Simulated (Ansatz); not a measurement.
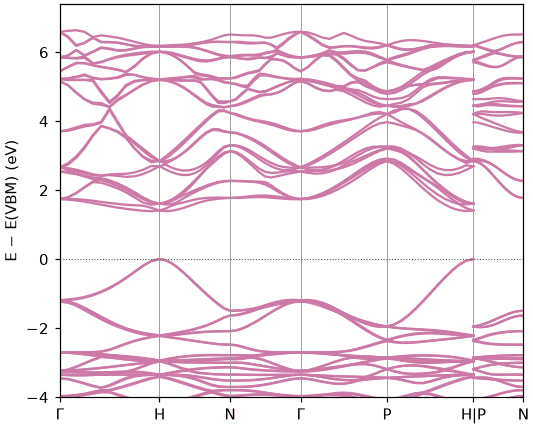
*Band structure from r²SCAN with spin–orbit coupling (plane waves, PAW; program Ansatz)*

Read off the gap and where the band edges lie.

About 1.4 eV (1.39 eV by a search for the band edges); maximum at H, minimum on the Γ–H line, 93 % of the way from Γ.

The material is K₂Sn₂O₃ in space group I2_13 (No. 199; K on 8a, Sn on 8a, O on 12b).

The first step of the workflow began from a Materials Project structure, measured or hypothetical; the Crystallography Open Database copy checked does not list it. COD files the formula under space group No. 166, so this cell is another polymorph or a model. Whether it is the stable phase at ambient conditions was not checked. Symmetry was held in the r²SCAN relaxation; its stability against distortions is not shown here.

Potentials: the later of the program's two PAW sets.
